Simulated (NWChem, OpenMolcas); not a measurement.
## BBrCl2 (bromodichloroborane): the electronic atomisation energy, rung by rung

BBrCl2: 4 atoms, total charge 0, spin state singlet. SMILES: `ClB(Cl)Br`. The coordinates come from a PBE0-D4/def2-TZVP relaxation.

Each level gives the electronic atomisation energy (eV). The values are calculated. Electronic energies at fixed atoms, without zero-point motion or spin-orbit coupling.

```tsv
level	kind	program	value (eV)	less CCSD(T)/cc-pVDZ	CPU time (all runs)
SVWN5/cc-pVDZ	LDA	OpenMolcas	15.72	+3.50	18 s
M06-L/cc-pVDZ	meta-GGA	OpenMolcas	13.54	+1.32	29 s
TPSS/cc-pVDZ	meta-GGA	NWChem	13.15	+0.93	2.6 min
BHLYP/cc-pVDZ	global hybrid	NWChem	12.37	+0.15	2 min
PBE0/cc-pVDZ	global hybrid	NWChem	13.45	+1.23	2 min
M06-2X/cc-pVDZ	hybrid meta-GGA	NWChem	13.27	+1.05	2.1 min
CCSD(T)/cc-pVDZ, open shells restricted	coupled cluster or CI	OpenMolcas	12.22	0.00	28 s
CCSD/cc-pVDZ	coupled cluster or CI	NWChem	11.96	-0.26	4.5 min
```

Differences are taken from CCSD(T)/cc-pVDZ, open shells restricted for orientation; it has basis-set and higher-order errors of its own. All-electron rows without a relativistic Hamiltonian named are non-relativistic. The values span 11.96 to 15.72 eV. In the correlated wave-function rows the outer d shell of Br is correlated, in sets not made for it. Times are those of the runs behind each value, whatever else they computed, on shared processors of several kinds: orders of magnitude only.

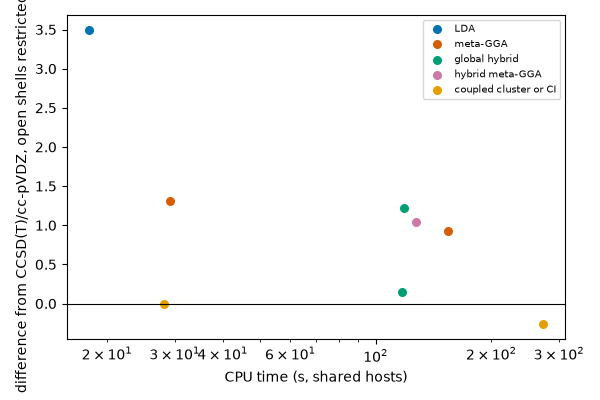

Difference from CCSD(T)/cc-pVDZ, open shells restricted against processor time, one point a level.
